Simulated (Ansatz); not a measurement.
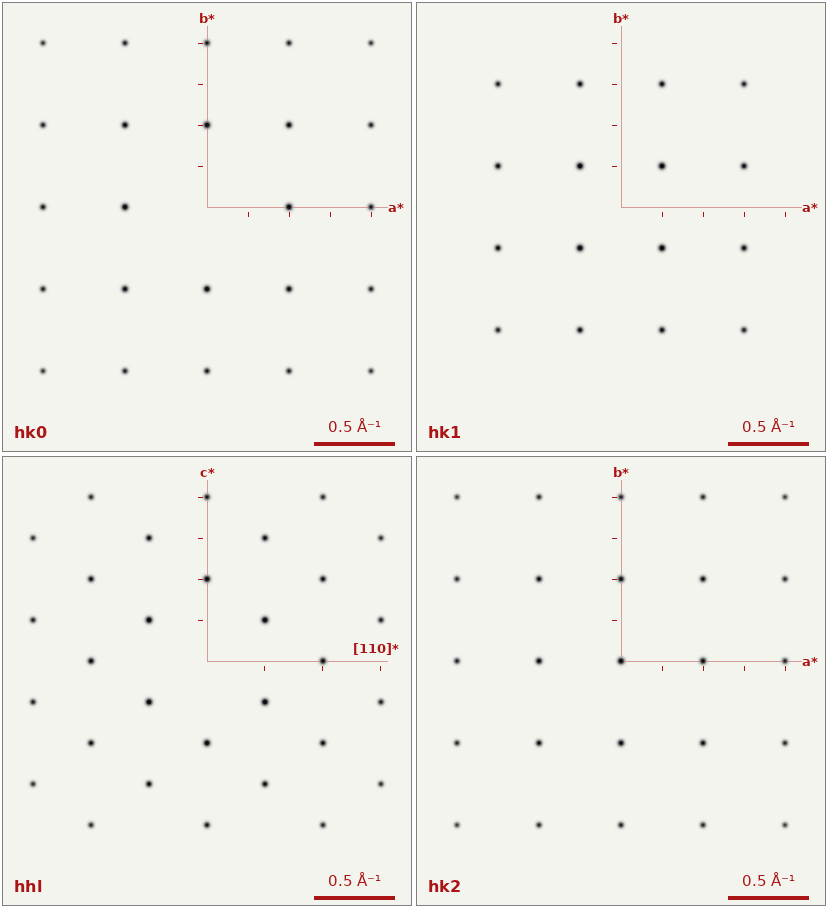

Simulated precession-type sections (X-rays; kinematic intensities, B = 0.5 Å²). The ticks mark integer indices of the conventional cell.

The compound is Ir. Structure: the input geometry of an electronic-structure calculation (not necessarily at equilibrium).

### Read the reciprocal cell and give the direct cell.

a* = 0.258, b* = 0.258, c* = 0.258 Å⁻¹; the cell is cubic with a = 3.87 Å.

### List the systematic absences.

Reflections are present only under these conditions. hkl: h + k = 2n, h + l = 2n; hk0: h = 2n, k = 2n; hhl: h + l = 2n; h00: h = 2n. The lattice is face-centred (F).

### Which space groups fit?

The intensities have Laue symmetry m-3m (the hk0 layer shows 4mm, hk1 shows 4mm). With these conditions the candidates are F432 (No. 209), F-43m (No. 216), Fm-3m (No. 225). Diffraction geometry alone does not choose among them; the structure has Fm-3m.
